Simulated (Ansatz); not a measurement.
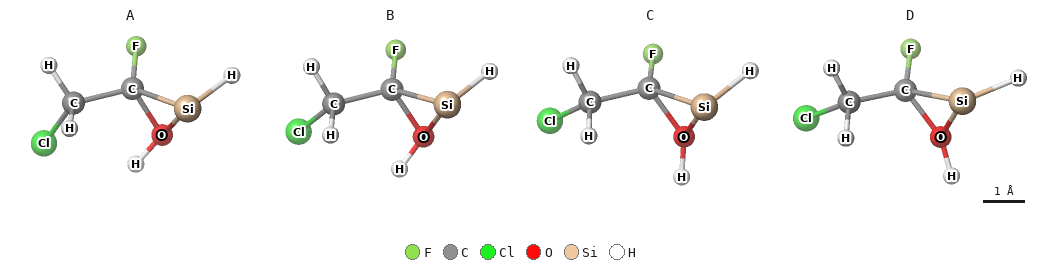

4 geometries from one relaxation of C₂H₄ClFOSi, in shuffled order. The picture is a ball-and-stick view, seen face on.

The run prepares an end point of a later path (hydrogen shift) calculation, from a guessed geometry.

These are results of RKS PBE-D4/def2-SVP in Ansatz 0.2.0, not measurements. Set-up: no spin polarisation; force threshold 0.02 eV/Å; at most 50 steps.

Order the frames from highest to lowest energy.

D, C, B, A. They are steps 0, 2, 5, 12, at +2.725 eV, +0.607 eV, +0.043 eV relative to the last. After 11 accepted moves (12 points after the start) the energy has fallen by 2.725 eV. Largest force component: 5.3 eV/Å at the start, 0.0048 eV/Å at the end. The line search rejected the trial step at point 11 of the run. An H atom moves most after the best rigid fit: 1.00 Å. Largest moves by element: H 1.00 Å, Cl 0.75 Å, Si 0.42 Å, C 0.28 Å, F 0.27 Å, O 0.21 Å. Some distances before and after: O–Si 1.671 → 2.075 Å, C–Cl 1.727 → 1.832 Å, C–Si 1.866 → 1.967 Å, C–C 1.468 → 1.509 Å. Among the angles between lasting bonds that change: C–O–H 158.5° → 109.2°, C–Si–H 121.6° → 91.4°, O–Si–H 111.1° → 86.8°.
